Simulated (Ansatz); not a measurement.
# C2H8CuNS: how energies converge with the basis set

How large a basis does C2H8CuNS need? Two functionals are run in growing sets.

Computed with Ansatz 0.2.0, Gaussian basis. Level: one geometry, several basis sets.

Levels to be run: PBE0-D4/def2-SVP; ωB97M-V/def2-SVP; PBE0-D4/def2-QZVPP; ωB97M-V/def2-QZVPP; the functionals' def2-TZVPP values are taken from earlier runs.

### 1 The relaxed structure

The geometry comes from an earlier relaxation with PBE0-D4 in a triple-zeta def2 set; it is a stationary point, not always the lowest conformer.

SMILES `C[S+](C)[Cu-][NH2]`, 13 atoms, charge 0, spin multiplicity 1.

Atoms are counted from 1 here; the program's logs count them from 0.

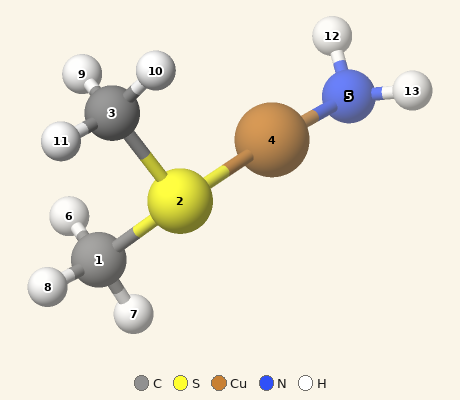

The geometry (carbon grey, sulfur yellow, copper orange, nitrogen blue, hydrogen white); atoms are numbered from 1 in the order of the file.

### 2 PBE0-D4 in def2-SVP

The input, in.yaml:

```yaml
crystal:
  periodic: [false, false, false]
  atoms:
    - {symbol: C, position_ang: [-1.249373, -1.487075, -0.204062]}
    - {symbol: S, position_ang: [0.128433, -0.557093, -0.896445]}
    - {symbol: C, position_ang: [1.481573, -1.200391, 0.100636]}
    - {symbol: Cu, position_ang: [-0.149258, 1.508385, -0.311484]}
    - {symbol: N, position_ang: [-0.525431, 3.229560, 0.154316]}
    - {symbol: H, position_ang: [-1.345471, -1.303338, 0.865307]}
    - {symbol: H, position_ang: [-2.150311, -1.143072, -0.710552]}
    - {symbol: H, position_ang: [-1.107516, -2.550975, -0.398283]}
    - {symbol: H, position_ang: [1.301535, -1.027471, 1.160967]}
    - {symbol: H, position_ang: [2.381699, -0.667768, -0.203488]}
    - {symbol: H, position_ang: [1.605977, -2.265849, -0.097124]}
    - {symbol: H, position_ang: [-0.167707, 3.510463, 1.060539]}
    - {symbol: H, position_ang: [-0.183750, 3.919723, -0.505528]}
basis:
  gaussian: {orbitals: def2-SVP}
hamiltonian: {xc: pbe0, dispersion: d4}
output: {orbitals: {seedname: orbitals}}
```

The run is started by

```bash
$ ansatz run in.yaml --threads 8 --pin off --events-out ev --progress --plain --max-ram 18278MiB
```

After this run come: ωB97M-V in def2-SVP; PBE0-D4 in def2-QZVPP; ωB97M-V in def2-QZVPP.

Q: Predict the results of all the runs planned. Wanted: PBE0-D4: double and triple zeta above quadruple; ωB97M-V: double and triple zeta above quadruple.

As calculated:

| quantity | value |
| --- | --- |
| PBE0-D4: double and triple zeta above quadruple | 16.78, 1.74 eV |
| ωB97M-V: double and triple zeta above quadruple | 16.95, 1.69 eV |

In words: For PBE0-D4 the step from double to triple zeta gains 15.04 eV and the next only 1.74 eV. Total energies overstate the basis error of differences, where much of it tends to cancel. The LUMO of ωB97M-V is positive and keeps falling with the basis (1.64 to 0.79 eV): an unbound level that the basis holds in place.
